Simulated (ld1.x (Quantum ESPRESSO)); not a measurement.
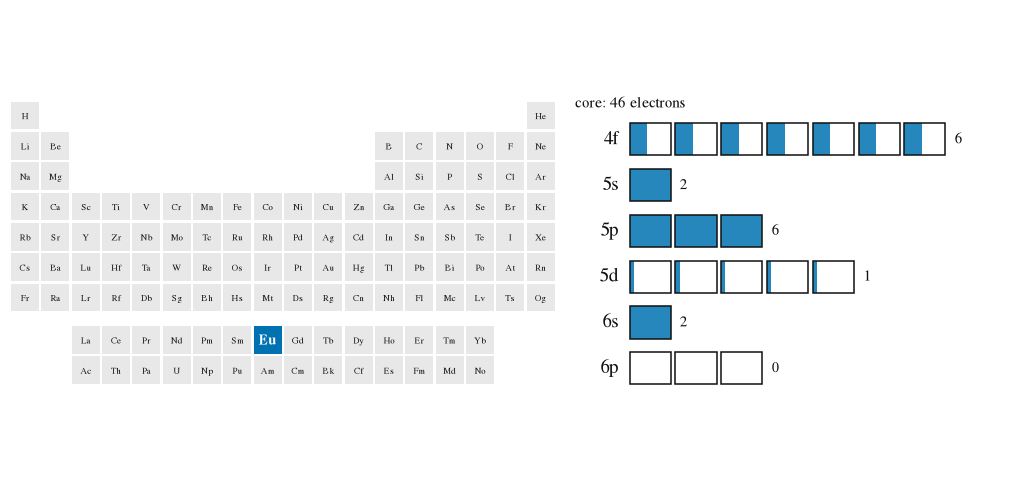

Fig. 1: Left, the place of europium in the periodic table; right, the valence shells of the reference configuration: a box for each of the 2l + 1 orbitals, shaded by the share of the shell that is filled, with the electron count at the right.

# Pseudopotential generation for Eu

Europium (Eu, Z = 63), core [Kr] 4d10, reference valence 4f6 5s2 5p6 5d1 6s2 6p0, valence charge 17. Computed at this level: ultrasoft potential, PBEsol, scalar-relativistic, made with ld1.x (Quantum ESPRESSO) 7.5.

### The input
```
 &input
   title='Eu', zed=63., rel=1, dft='PBESOL', iswitch=3,
   config='[Xe] 4f6 5d1 6s2 6p0',
   nld=4, rlderiv=3.40, eminld=-6.0, emaxld=5.0, deld=0.02
 /
 &inputp
   pseudotype=3, tm=.true., lloc=-1, rcloc=2.10,
   nlcc=.true., new_core_ps=.true., rcore=1.05,
   which_augfun='PSQ', rmatch_augfun=0.70,
   file_pseudopw='Eu.UPF', file_wfcaegen='ae.wfc', file_wfcncgen='nc.wfc', file_beta='beta', file_chi='chi', file_wfcusgen='us.wfc'
 /
8
5S  1  0   2.00   0.00  1.75  1.95  0.0
6S  2  0   2.00   0.00  1.75  1.95  0.0
5P  2  1   6.00   0.00  2.25  3.10  0.0
6P  3  1   0.00   0.00  2.25  3.10  0.0
5D  3  2   1.00   0.00  2.75  3.15  0.0
5D  3  2   0.00   0.80  2.75  3.15  0.0
4F  4  3   6.00   0.00  0.90  1.15  0.0
4F  4  3   0.00   0.60  0.90  1.15  0.0
 &test
   configts(1)='4f6 5s2 5p6 5d1 6s2 6p0'
 /
```

### Input of the test run
```
 &input
   title='Eu', zed=63., rel=1, dft='PBESOL', iswitch=2,
   config='[Xe] 4f6 5d1 6s2 6p0'
 /
 &test
   file_pseudo='Eu.UPF', nconf=8,
   configts(1)='4f6 5s2 5p6 5d1 6s2 6p0',
   configts(2)='4f7 5s2 5p6 5d0 6s2 6p0',
   configts(3)='4f7 5s2 5p6 5d0 6s1 6p0',
   configts(4)='4f7 5s2 5p6 5d0 6s0 6p0',
   configts(5)='4f6 5s2 5p6 5d0 6s2 6p0',
   configts(6)='4f7 5s2 5p6 5d0 6s1 6p1',
   configts(7)='4f7 5s2 5p6 5d0 6s0 6p1',
   configts(8)='4f6 5s2 5p6 5d0 6s0 6p0'
 /
```

Hardware: 1 CPU thread, shared host.

Launched with:
```bash
ld1.x < Eu.in > Eu.out
```

### The program's output
```
     Program LD1 v.7.5
     --------------------------- All-electron run ----------------------------

     Eu
     scalar relativistic calculation

     atomic number is 63.00
     dft =PBESOL   lsd =0 sic =0 latt =0  beta=0.20 tr2=1.0E-14
     Exchange-correlation= PBESOL
                           (   1   4  10   8   0   0   0)
     mesh =1261 r(mesh) = 100.16965 a.u. xmin = -7.00 dx = 0.01250
     1 Ry =  13.60569312 eV, c = 137.03599908

     n l     nl                  e(Ry)          e(Ha)          e(eV)
     1 0     1S 1( 2.00)     -3554.1891     -1777.0945    -48357.2058
     2 0     2S 1( 2.00)      -584.0859      -292.0430     -7946.8936
     2 1     2P 1( 6.00)      -520.4942      -260.2471     -7081.6847
     3 0     3S 1( 2.00)      -128.9622       -64.4811     -1754.6206
     3 1     3P 1( 6.00)      -109.1762       -54.5881     -1485.4180
     4 0     4S 1( 2.00)       -25.9997       -12.9999      -353.7440
     4 1     4P 1( 6.00)       -19.4800        -9.7400      -265.0388
     3 2     3D 1(10.00)       -82.7131       -41.3566     -1125.3692
     5 0     5S 1( 2.00)        -3.5461        -1.7731       -48.2476
     5 1     5P 1( 6.00)        -1.9583        -0.9791       -26.6437
     4 2     4D 1(10.00)       -10.3972        -5.1986      -141.4606
     4 3     4F 1( 6.00)        -0.6174        -0.3087        -8.3995
     5 2     5D 1( 1.00)        -0.1955        -0.0978        -2.6601
     6 0     6S 1( 2.00)        -0.3001        -0.1500        -4.0827
     6 1     6P 1( 0.00)        -0.0968        -0.0484        -1.3167

     final scf error:  6.2E-15 reached in  33 iterations

     Etot =  -21680.359526 Ry,  -10840.179763 Ha, -294976.318511 eV

     Ekin =   23227.312875 Ry,   11613.656438 Ha,  316023.691053 eV
     Encl =  -52826.840537 Ry,  -26413.420269 Ha, -718745.781009 eV
     Eh   =    8394.910383 Ry,    4197.455192 Ha,  114218.574468 eV
     Exc  =    -475.742247 Ry,    -237.871124 Ha,   -6472.803023 eV

     normalization and overlap integrals

     s(1S/1S) =  1.000000  <r> =   0.0223  <r2> =    0.0007  r(max) =   0.0142
     s(2S/2S) =  1.000000  <r> =   0.0951  <r2> =    0.0107  r(max) =   0.0806
     s(2P/2P) =  1.000000  <r> =   0.0839  <r2> =    0.0086  r(max) =   0.0652
     s(3S/3S) =  1.000000  <r> =   0.2497  <r2> =    0.0712  r(max) =   0.2304
     s(3P/3P) =  1.000000  <r> =   0.2481  <r2> =    0.0714  r(max) =   0.2247
     s(4S/4S) =  1.000000  <r> =   0.5654  <r2> =    0.3608  r(max) =   0.5256
     s(4P/4P) =  1.000000  <r> =   0.5984  <r2> =    0.4072  r(max) =   0.5526
     s(3D/3D) =  1.000000  <r> =   0.2260  <r2> =    0.0601  r(max) =   0.1839
     s(5S/5S) =  1.000000  <r> =   1.3587  <r2> =    2.0765  r(max) =   1.2145
     s(5P/5P) =  1.000000  <r> =   1.5891  <r2> =    2.8698  r(max) =   1.3763
     s(4D/4D) =  1.000000  <r> =   0.6515  <r2> =    0.4923  r(max) =   0.5737
     s(4F/4F) =  1.000000  <r> =   0.8939  <r2> =    1.0537  r(max) =   0.5882
     s(5D/5D) =  1.000000  <r> =   2.8441  <r2> =    9.9770  r(max) =   1.9776
     s(6S/6S) =  1.000000  <r> =   4.0242  <r2> =   18.3819  r(max) =   3.4276
     s(6P/6P) =  1.000000  <r> =   5.6151  <r2> =   36.4025  r(max) =   4.5693

     ------------------------ End of All-electron run ------------------------

     --------------------- Generating US pseudopotential ---------------------

      Generating local potential from pseudized AE potential:
      Matching radius rcloc =   2.1000

      Local pseudo, rcloc= 2.079 Estimated cut-off energy=     5.81 Ry

      Computing core charge for nlcc:

       r > 1.06 : true rho core
      Core charge pseudized with two Bessel functions
      Integrated core pseudo-charge :  17.39
      Wfc-us  5S rcutus= 1.929  Estimated cut-off energy=    14.35 Ry
      Wfc-us  6S rcutus= 1.929  Estimated cut-off energy=    27.51 Ry
      Wfc-us  5P rcutus= 3.101  Estimated cut-off energy=     9.21 Ry
      Wfc-us  6P rcutus= 3.101  Estimated cut-off energy=    17.27 Ry
      Wfc-us  5D rcutus= 3.180  Estimated cut-off energy=    11.38 Ry
      Wfc-us  5D rcutus= 3.180  Estimated cut-off energy=    20.21 Ry
      Wfc-us  4F rcutus= 1.141  Estimated cut-off energy=   121.10 Ry
      Wfc-us  4F rcutus= 1.141  Estimated cut-off energy=   132.74 Ry

     Q pseudized with Bessel functions
     Expected ecutrho=    1090.3600 due to l1=  3   l2=  3

     ------------------- End of pseudopotential generation -------------------

     --------------------------- All-electron run ----------------------------

     Eu
     scalar relativistic calculation

     atomic number is 63.00
     dft =PBESOL   lsd =0 sic =0 latt =0  beta=0.20 tr2=1.0E-14
     Exchange-correlation= PBESOL
                           (   1   4  10   8   0   0   0)
     mesh =1261 r(mesh) = 100.16965 a.u. xmin = -7.00 dx = 0.01250
     1 Ry =  13.60569312 eV, c = 137.03599908

     n l     nl                  e(Ry)          e(Ha)          e(eV)
     1 0     1S 1( 2.00)     -3554.1891     -1777.0945    -48357.2058
     2 0     2S 1( 2.00)      -584.0859      -292.0430     -7946.8936
     2 1     2P 1( 6.00)      -520.4942      -260.2471     -7081.6847
     3 0     3S 1( 2.00)      -128.9622       -64.4811     -1754.6206
     3 1     3P 1( 6.00)      -109.1762       -54.5881     -1485.4180
     4 0     4S 1( 2.00)       -25.9997       -12.9999      -353.7440
     4 1     4P 1( 6.00)       -19.4800        -9.7400      -265.0388
     3 2     3D 1(10.00)       -82.7131       -41.3566     -1125.3692
     5 0     5S 1( 2.00)        -3.5461        -1.7731       -48.2476
     5 1     5P 1( 6.00)        -1.9583        -0.9791       -26.6437
     4 2     4D 1(10.00)       -10.3972        -5.1986      -141.4606
     4 3     4F 1( 6.00)        -0.6174        -0.3087        -8.3995
     5 2     5D 1( 1.00)        -0.1955        -0.0978        -2.6601
     6 0     6S 1( 2.00)        -0.3001        -0.1500        -4.0827
     6 1     6P 1( 0.00)        -0.0968        -0.0484        -1.3167

     final scf error:  6.2E-15 reached in  33 iterations

     Etot =  -21680.359526 Ry,  -10840.179763 Ha, -294976.318511 eV

     Ekin =   23227.312875 Ry,   11613.656438 Ha,  316023.691053 eV
     Encl =  -52826.840537 Ry,  -26413.420269 Ha, -718745.781009 eV
     Eh   =    8394.910383 Ry,    4197.455192 Ha,  114218.574468 eV
     Exc  =    -475.742247 Ry,    -237.871124 Ha,   -6472.803023 eV

     normalization and overlap integrals

     s(1S/1S) =  1.000000  <r> =   0.0223  <r2> =    0.0007  r(max) =   0.0142
     s(2S/2S) =  1.000000  <r> =   0.0951  <r2> =    0.0107  r(max) =   0.0806
     s(2P/2P) =  1.000000  <r> =   0.0839  <r2> =    0.0086  r(max) =   0.0652
     s(3S/3S) =  1.000000  <r> =   0.2497  <r2> =    0.0712  r(max) =   0.2304
     s(3P/3P) =  1.000000  <r> =   0.2481  <r2> =    0.0714  r(max) =   0.2247
     s(4S/4S) =  1.000000  <r> =   0.5654  <r2> =    0.3608  r(max) =   0.5256
     s(4P/4P) =  1.000000  <r> =   0.5984  <r2> =    0.4072  r(max) =   0.5526
     s(3D/3D) =  1.000000  <r> =   0.2260  <r2> =    0.0601  r(max) =   0.1839
     s(5S/5S) =  1.000000  <r> =   1.3587  <r2> =    2.0765  r(max) =   1.2145
     s(5P/5P) =  1.000000  <r> =   1.5891  <r2> =    2.8698  r(max) =   1.3763
     s(4D/4D) =  1.000000  <r> =   0.6515  <r2> =    0.4923  r(max) =   0.5737
     s(4F/4F) =  1.000000  <r> =   0.8939  <r2> =    1.0537  r(max) =   0.5882
     s(5D/5D) =  1.000000  <r> =   2.8441  <r2> =    9.9770  r(max) =   1.9776
     s(6S/6S) =  1.000000  <r> =   4.0242  <r2> =   18.3819  r(max) =   3.4276
     s(6P/6P) =  1.000000  <r> =   5.6151  <r2> =   36.4025  r(max) =   4.5693

     ------------------------ End of All-electron run ------------------------

     Computing logarithmic derivative in   3.40633
     Computing logarithmic derivative in   3.40633
     Computing the partial wave expansion
     R is outside the sphere for l=    0 j= 0.00
     R is outside the sphere for l=    0 j= 0.00
     R is outside the sphere for l=    1 j= 0.00
     R is outside the sphere for l=    1 j= 0.00
     R is outside the sphere for l=    2 j= 0.00
     R is outside the sphere for l=    2 j= 0.00
     R is outside the sphere for l=    3 j= 0.00
     R is outside the sphere for l=    3 j= 0.00

     ---------------------- Testing the pseudopotential ----------------------

     Eu
     scalar relativistic calculation

     atomic number is 63.00   valence charge is 17.00
     dft =PBESOL   lsd =0 sic =0 latt =0  beta=0.20 tr2=1.0E-14
     mesh =1261 r(mesh) = 100.16965 xmin = -7.00 dx = 0.01250

     n l     nl             e AE (Ry)        e PS (Ry)    De AE-PS (Ry)
     4 3     4F   1( 6.00)       -0.61735       -0.61736        0.00001
     1 0     5S   1( 2.00)       -3.54614       -3.54613       -0.00001
     2 1     5P   1( 6.00)       -1.95827       -1.95826       -0.00001
     3 2     5D   1( 1.00)       -0.19552       -0.19551       -0.00001
     2 0     6S   1( 2.00)       -0.30007       -0.30006       -0.00001
     3 1     6P   1( 0.00)       -0.09677       -0.09679        0.00002

     eps = 9.7E-15  iter = 10

     Etot =  -21680.359526 Ry,  -10840.179763 Ha, -294976.318511 eV
     Etotps =  -241.771211 Ry,    -120.885606 Ha,   -3289.464906 eV

     Ekin =      78.054001 Ry,      39.027001 Ha,    1061.978787 eV
     Encl =    -408.379062 Ry,    -204.189531 Ha,   -5556.280189 eV
     Ehrt =     173.050421 Ry,      86.525210 Ha,    2354.470923 eV
     Ecxc =     -79.843279 Ry,     -39.921639 Ha,   -1086.323148 eV
     (Ecc =     -49.173312 Ry,     -24.586656 Ha,    -669.036990 eV)
     Epseu=      -4.653293 Ry,      -2.326647 Ha,     -63.311279 eV

     ---------------------- End of pseudopotential test ----------------------
```

### Output of the test run (extracts)
```
     ---------------------- Testing the pseudopotential ----------------------

     Eu
     scalar relativistic calculation

     atomic number is 63.00   valence charge is 17.00
     dft =PBESOL   lsd =0 sic =0 latt =0  beta=0.20 tr2=1.0E-14
     mesh =1261 r(mesh) = 100.16965 xmin = -7.00 dx = 0.01250

     n l     nl             e AE (Ry)        e PS (Ry)    De AE-PS (Ry)
     4 3     4F   1( 6.00)       -0.61735       -0.61736        0.00001
     1 0     5S   1( 2.00)       -3.54614       -3.54613       -0.00001
     2 1     5P   1( 6.00)       -1.95827       -1.95826       -0.00001
     3 2     5D   1( 1.00)       -0.19552       -0.19551       -0.00001
     2 0     6S   1( 2.00)       -0.30007       -0.30006       -0.00001
     3 1     6P   1( 0.00)       -0.09677       -0.09679        0.00002

     eps = 3.8E-15  iter = 11

     Etot =  -21680.359526 Ry,  -10840.179763 Ha, -294976.318511 eV
     Etotps =  -241.771210 Ry,    -120.885605 Ha,   -3289.464884 eV

     Ekin =      78.054003 Ry,      39.027002 Ha,    1061.978816 eV
     Encl =    -408.379061 Ry,    -204.189531 Ha,   -5556.280186 eV
     Ehrt =     173.050421 Ry,      86.525210 Ha,    2354.470919 eV
     Ecxc =     -79.843279 Ry,     -39.921639 Ha,   -1086.323147 eV
     (Ecc =     -49.173312 Ry,     -24.586656 Ha,    -669.036990 eV)
     Epseu=      -4.653294 Ry,      -2.326647 Ha,     -63.311285 eV

     ---------------------- End of pseudopotential test ----------------------
```

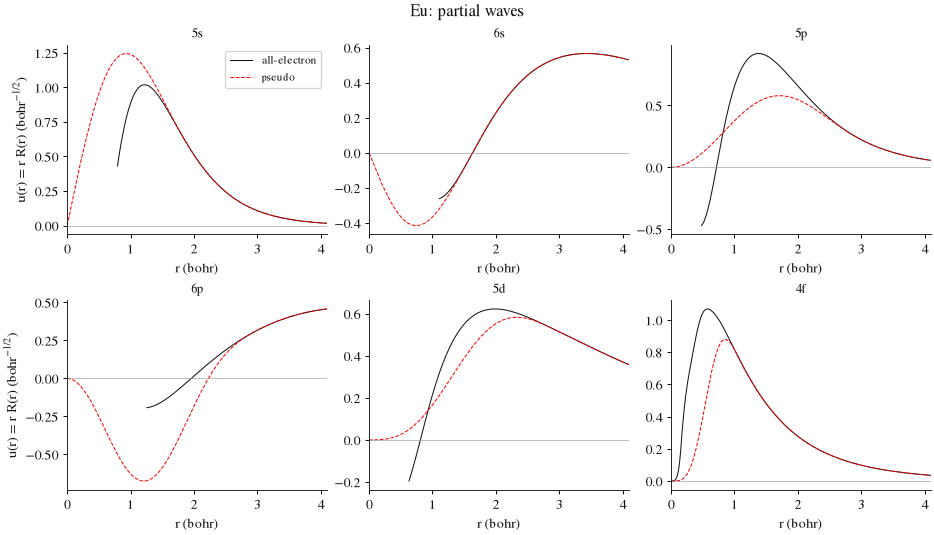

Fig. 2: Pseudo-waves (dashed) against the all-electron radial functions (solid). The innermost oscillations of some all-electron curves aren't drawn. Reference configuration 4f6 5s2 5p6 5d1 6s2 6p0.

- Matching radii: 5s at 1.95 bohr; 6s at 1.95 bohr; 5p at 3.10 bohr; 6p at 3.10 bohr; 5d at 3.15 bohr; 4f at 1.15 bohr. The curves merge smoothly, so the plot gives these only roughly.
- Nodes of the pseudo-waves: 5s has no node; 6s has a node at about 1.6 bohr; 5p has no node; 6p has a node at about 2.2 bohr; 5d has no node; 4f has no node. A node in 6s and 6p is allowed, since a lower shell of the same l is also in the valence. The potential isn't sound: its overlap operator has a negative eigenvalue, -1.2. The p and d channels couldn't be tested for ghost states or cutoffs, since the overlap operator isn't positive definite there.

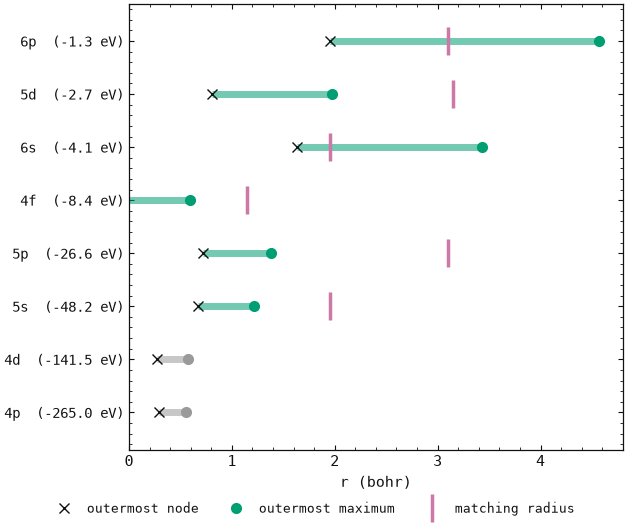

Fig. 3: Outer shells of the all-electron reference atom: each bar runs from the outermost node (or the nucleus) to the outermost maximum of u(r); the tick is the radius chosen for the pseudo-wave. Shells without a tick have no pseudo-wave of their own. Levels, nodes and maxima are from ld1.x, scalar-relativistic.

- Radii against the shells: 5s: 1.95 bohr, outside the maximum; 5p: 3.10 bohr, outside the maximum; 4f: 1.15 bohr, outside the maximum; 6s: 1.95 bohr, between node and maximum; 5d: 3.15 bohr, outside the maximum; 6p: 3.10 bohr, between node and maximum.

### Key numbers

- outcome: generated, but the overlap operator is not positive, so unusable
- configuration tests: test run stopped at test 1 of 7 (negative rho)
- lowest eigenvalue of the overlap operator S in a Bessel basis (separate test): -1.2 (d channel); it is negative, so in a basis up to 400 Ry S is not positive definite
- density cutoff estimated by the generator: 1090 Ry
- range over which the phases arctan(r u′/u) at the test radius agree within 0.05 rad (a looser test near the poles than one of phase shifts): s: up to about 2.5 Ry; f: up to about 4.1 Ry; p: not judged; d: not judged
- wall time: 2.2 s

### Remarks

The p and d channels couldn't be tested for ghost states or cutoffs, since the overlap operator isn't positive definite there.
